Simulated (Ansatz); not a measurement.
# Os-Ir-Ir-Os stack of (111) layers: electron–phonon coupling and resistivity, part 4 of 4

Wanted: the electron–phonon coupling λ, α²F(ω) and the phonon-limited resistivity of Os-Ir-Ir-Os stack of (111) layers, on meshes from cheap to dear.

Ansatz 0.2.0; DFT PBEsol, scalar-relativistic, plane waves, PAW; PAW set soft_1.

So far, coupling constant λ: step 7 (resistivity: q 3×3×1, k 9×9×1, scattering 18×18×1) 0.523; step 8 (scattering mesh 24×24×1) 0.494. Also resistivity at 300 K (μΩ cm): step 7 33.4; step 8 32.8.

## Step 9: Electron–phonon run: q 3×3×1, k 12×12×1, scattering 24×24×1 (continued)

Solved on the 3×3×1 mesh alone; all other wavevectors are interpolated. Phonon branches along the path, in cm⁻¹:

| point | branch 1 | branch 2 | branch 3 | branch 4 | branch 9 | branch 10 | branch 11 | branch 12 |
| --- | --- | --- | --- | --- | --- | --- | --- | --- |
| Γ | 0 | 0 | 0 | 51 | 116 | 116 | 198 | 202 |
| M | 109 | 110 | 110 | 131 | 179 | 182 | 211 | 214 |
| K | 139 | 139 | 143 | 150 | 162 | 172 | 177 | 177 |
| Γ | 0 | 0 | 0 | 51 | 116 | 116 | 198 | 202 |

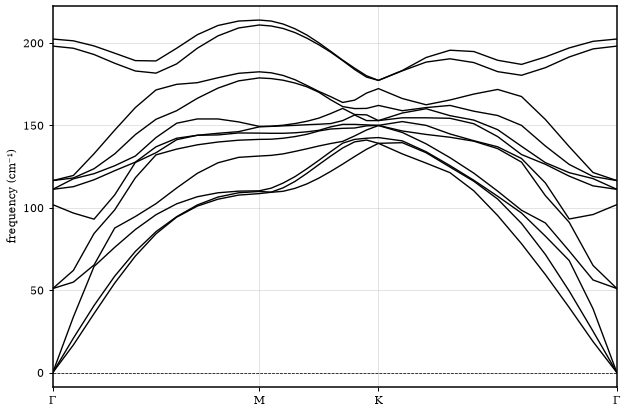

Phonon branches along the path.

Some states were left unconverged by the eigensolver. By its own test the run is not converged in the mesh. λ = 0.492 and 88.7 Ω per square at 300 K, against 0.523 and 90.1 in the run with q 3×3×1, k 9×9×1, scattering 18×18×1 (-5.9 % and -1.6 %). By the run's own test λ moves by 9 % between its two finest scattering meshes. A coarser mesh gave an imaginary mode at a wavevector that this mesh lacks.

## Step 10: Cost and result by level

Times are for 4 threads of Arm Neoverse V1, shared host. The runs compared:

```
no.                                     run  sheet resistance 300K (Ω/square, mean in the plane)  coupling constant λ  log mean phonon energy ħω_log (meV)    time  memory (GiB)
  1    q 3×3×1, k 9×9×1, scattering 18×18×1                                                90.08               0.5232                                16.89  11 min           2.8
  2    q 3×3×1, k 9×9×1, scattering 24×24×1                                                88.38                0.494                                16.89  11 min           2.8
  3  q 3×3×1, k 12×12×1, scattering 24×24×1                                                88.65               0.4925                                16.85  17 min           3.0
```

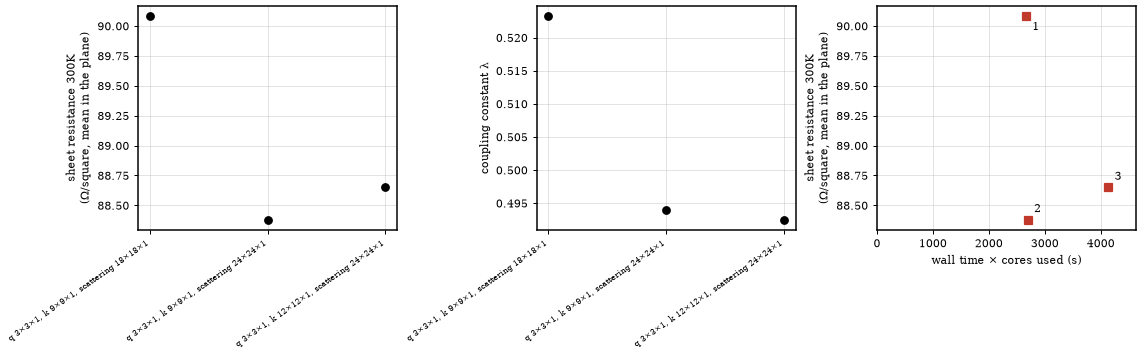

The series as plots; the last panel sets the first result against cost, with the runs numbered as in the table.

The runs together, line α²F. Table of Eliashberg function α²F, α²F by phonon energy; read off at these points:

```csv
phonon energy (meV),"q 3×3×1, k 9×9×1, scattering 18×18×1","q 3×3×1, k 9×9×1, scattering 24×24×1","q 3×3×1, k 12×12×1, scattering 24×24×1"
1.0,4.0e-5,4.0e-5,3.9e-5
2.0,3.3e-4,3.3e-4,3.3e-4
3.0,8.4e-4,9.4e-4,9.1e-4
4.0,0.00182,0.00171,0.00159
5.0,0.00270,0.00250,0.00239
6.0,0.00387,0.00319,0.00316
7.0,0.00737,0.00605,0.00582
8.0,0.00904,0.00749,0.00733
9.0,0.0133,0.0104,0.0102
10.0,0.0178,0.0154,0.0150
11.0,0.0276,0.0229,0.0227
12.0,0.0548,0.0435,0.0463
12.8,0.578,0.612,0.720
13.0,0.540,0.574,0.489
14.0,0.224,0.208,0.211
15.0,0.241,0.218,0.240
16.0,0.240,0.209,0.213
17.0,0.324,0.329,0.345
17.7,0.786,0.739,0.648
18.0,0.564,0.548,0.531
19.0,0.601,0.583,0.544
20.0,0.516,0.449,0.481
20.3,0.830,0.846,0.697
21.0,0.261,0.240,0.268
22.0,0.123,0.109,0.0971
23.0,0.105,0.0991,0.108
24.0,0.288,0.232,0.209
24.2,0.325,0.315,0.286
25.0,0.264,0.227,0.215
26.0,0.0744,-,0.101
```

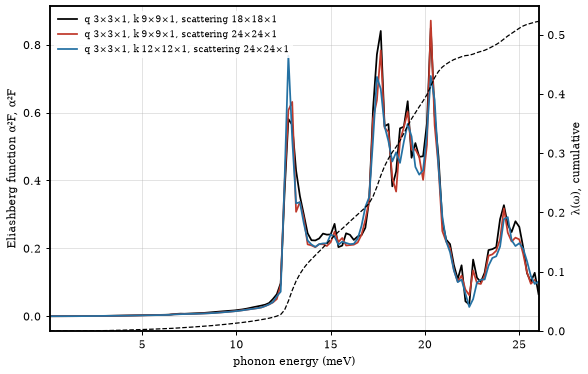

Eliashberg function α²F, α²F against phonon energy. The dashed line is the running λ.

## Step 11: Summary of results

```yaml
run: PBEsol, q 3×3×1, k 12×12×1, scattering 24×24×1
coupling_constant_lambda: 0.492
log_mean_phonon_energy_omega_log: 16.9 meV
states_at_the_fermi_level: 1.87 states/eV/spin/cell
sheet_resistance_at_300_k: 88.7 Ω per square
change_between_its_two_finest_scattering_meshes: λ 9 %
time_of_that_run: 17 min
```

What this shows: On the last rung that gave a resistivity at the base settings (q 3×3×1, k 12×12×1, scattering 24×24×1), Os-Ir-Ir-Os stack of (111) layers has λ = 0.49 and a phonon-limited sheet resistance of 88.7 Ω per square at 300 K. Across the runs of step 10 the sheet resistance 300K runs from 88.38 Ω/square, mean in the plane (q 3×3×1, k 9×9×1, scattering 24×24×1) to 90.08 Ω/square, mean in the plane (q 3×3×1, k 9×9×1, scattering 18×18×1), while the wall time spans a factor of 1.6. The coupling is moderate (λ = 0.49), so phonons raise the electrons' mass at the Fermi surface by about 49 %. The coarsest meshes gave an imaginary mode at a wavevector that the finer q mesh does not hold, so the instability is unseen there and not shown to be gone. Values of ρ(T) under 50 K rest on the softest modes, mostly interpolated ones, and are the least sure of the table. The high-temperature form ρ = 2π k_B T λ_tr/(ħ ε₀ ω_p²) gives 37.1 μΩ cm along x at 300 K, against 32.9 from the Boltzmann equation. Ziman's lowest order at 300 K, 36.3, lies between: the step down to it comes mostly from the finite phonon energies, and the full solution lies lower still, since it lets the current shift to the states that scatter least. By their share in the modes' patterns, Os atoms take 56 % of λ. The three lowest branches give 33 % of λ. Only scattering by harmonic phonons counts; impurities, grain boundaries and thermal expansion are left out. The resistivity belongs to the whole cell, vacuum included; the sheet resistance is the quantity that does not depend on the vacuum. Spin–orbit coupling, left out here, matters for Ir and Os. The PAW files were made for PBE; under other functionals the run regenerates their frozen core. The c of the given cell is the typed one; the program laid its own vacuum and ran the layer in a cell 37.1 Å high. The structure was built by hand as an ordered model, and its stability against other phases was not tested.

[Logs are printed without paths, hosts, clocks, repeated set-up lines and the standing remarks that a program may print on its own settings, such as how far it seeks lower states.]

[Hosts, paths, dates, database ids (printed as entryN), source tags and the programs' standing remarks are cut or masked in the printed files.]
